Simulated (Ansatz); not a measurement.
All values below come from PBE (plane waves to 420 eV, PAW; Ansatz, a quantum-chemistry and plane-wave program).

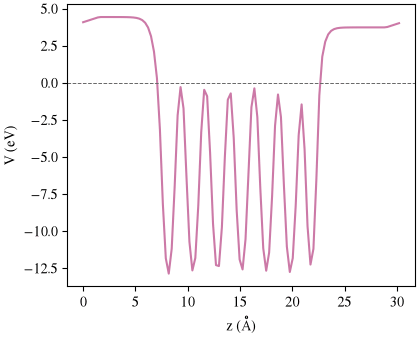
Figure: Planar average of the electrostatic potential across the slab, in eV from the Fermi level, for a constructed model of the (0001) surface of hcp Ti, a pseudomorphic layer of Cu in the host's stacking (bottom of the slab: a bare face, its two planes held)

Model: 7-atom slab, 14.2 Å thick at the start, 15x15x1 mesh, Fermi-Dirac 0.1 eV, dipole correction, 2 atoms held, the rest relaxed; held to the start's symmetry, so lower structures may exist; no spin, no spin-orbit, no U. It is one candidate, not shown to be the stable structure of the face.

The vacuum level lies 3.73 eV above the Fermi level over the top face and 4.42 eV above it under the bottom face.
